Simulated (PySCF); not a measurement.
**Polarizability calculation, with input and output: C2H5FSi**

- system: C2H5FSi, SMILES FC=C[SiH3]
- method: HF/aug-cc-pVDZ, RHF (PySCF 2.14.0)

The run did not end well. The geometry comes from this level: PBE0-D4/def2-TZVP.

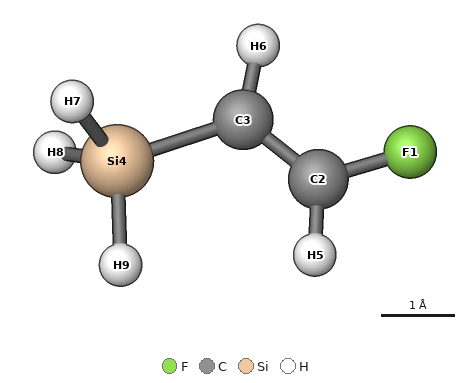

Figure 1. The input geometry (ball-and-stick view, seen at a tilt; atoms are numbered from 1 in the order of the input).

Input file (calc.py):
```python
import numpy
from pyscf import gto
from pyscf.prop.polarizability import rhf

mol = gto.M(
    atom='geometry.xyz',
    max_memory=40,
    basis='aug-cc-pvdz',
    verbose=3,
)

mf = mol.RHF()
mf.direct_scf_tol = 1e-05
mf.conv_tol = 1e-08
mf.max_cycle = 60
mf.kernel()

e_final = mf.e_tot
print('Final energy', e_final)
pol = rhf.Polarizability(mf)
alpha = pol.polarizability()
print('isotropic polarizability %.4f bohr^3' % (numpy.trace(alpha) / 3))
alpha_w = pol.polarizability_with_freq(freq=0.0774)
beta = pol.hyper_polarizability()
```

File geometry.xyz:
```
9
C2H5FSi
F     -1.259900     2.360900     0.506400
C     -0.578300     1.355000    -0.048000
C     -0.336700     0.219900     0.584900
Si     0.614100    -1.145000    -0.228900
H     -0.264200     1.599600    -1.058100
H     -0.716100     0.118100     1.598600
H      1.843700    -1.465600     0.542800
H     -0.206700    -2.381600    -0.316300
H      0.992500    -0.707600    -1.598500
```

Machine: 1 thread of Arm Neoverse V1, 24 GiB of memory available, shared host.

Run as:
```bash
OMP_NUM_THREADS=1 python calc.py
```

The program's output:
```
SCF not converged.
SCF energy = -467.005000847674
Final energy -467.0050008476743
RuntimeError: Krylov solver failed to converge.
```

Outcome:

- outcome: ended with an error
- total energy: −467.005001 hartree
- basis functions: 141
- HOMO: −10.53 eV
- LUMO: −3.79 eV
- dipole moment: 0.92 D
- wall time: 2.2 min
- peak memory: 0.12 GiB

The run ended with an error: “RuntimeError”
